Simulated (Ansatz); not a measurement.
Hypothetical P-6m2 GaN: pressure series

The reference is GaN (space group P-6m2, No. 187; a = 2.9398 Å, c = 2.6553 Å; a hypothetical phase, not in the database extracts checked).

Cell and atoms are relaxed at each pressure.

Calculations: PBEsol (Ansatz, a first-principles code), no SOC.

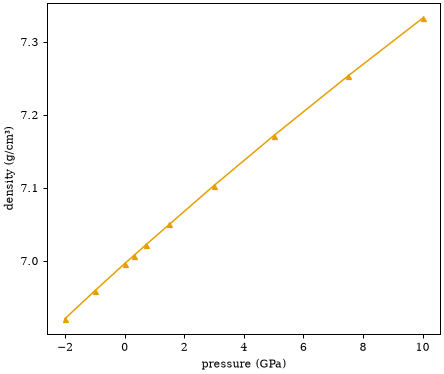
*Density against pressure*

Task: From the plot, what is the density for pressure 1.5 GPa?

Result: About 7.05 g/cm³.

Task: Is the trend monotonic over the range shown?

Result: Yes, it rises throughout, spanning 6.92 g/cm³ to 7.33 g/cm³.

Load acts through the strain it causes; cell and atoms are relaxed under it. Whether these cells are dynamically stable was not tested. No other phases were tried under pressure. The final runs are not spin-polarised.
